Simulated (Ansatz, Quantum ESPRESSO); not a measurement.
# Predicting the next point of a tunnelling series: vacuum gaps between two Cu(100) faces

How the rows were computed: Quantum ESPRESSO 7.5 (pw.x, pwcond.x), PBE, PseudoDojo norm-conserving; geometry as built. T is the transmission per spin at the Fermi level, averaged over the mesh across the current, in a cell of 6.62 Å². The series steps the width of the vacuum gap.

| width (Å) | T |
| --- | --- |
| 3 | 0.564 |
| 4 | 0.203 |
| 5 | 0.0438 |
| 6 | 0.007 |
| 7 | 0.00103 |
| 8 | 0.000139 |

**Question.** What is T at 9 Å?

**Worked estimate.** In the tunnelling regime ln T falls linearly. The last two rows give a slope of ln(0.00103/0.000139)/(8 − 7) = 2.003 per Å, so T(9) ≈ 0.000139 × exp(−2.003 × 1) = 1.88e−5.

**Check.** T = 1.69e−5; the estimate is 1.11 times that. The slope over the last interval is 2.106: the same within 8 %. Points of the mesh with over 2.5 times the mean carry 82 % of this T, so the value leans on the mesh. A second code, Ansatz 0.2.0, gives 1.61e−5.

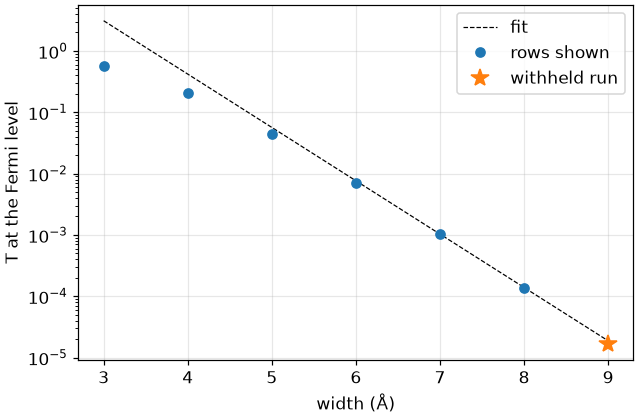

The rows shown, the fit and the withheld run.

Caveats: Short leads, unrelaxed atoms, a barrier without the image potential and an untested mesh.
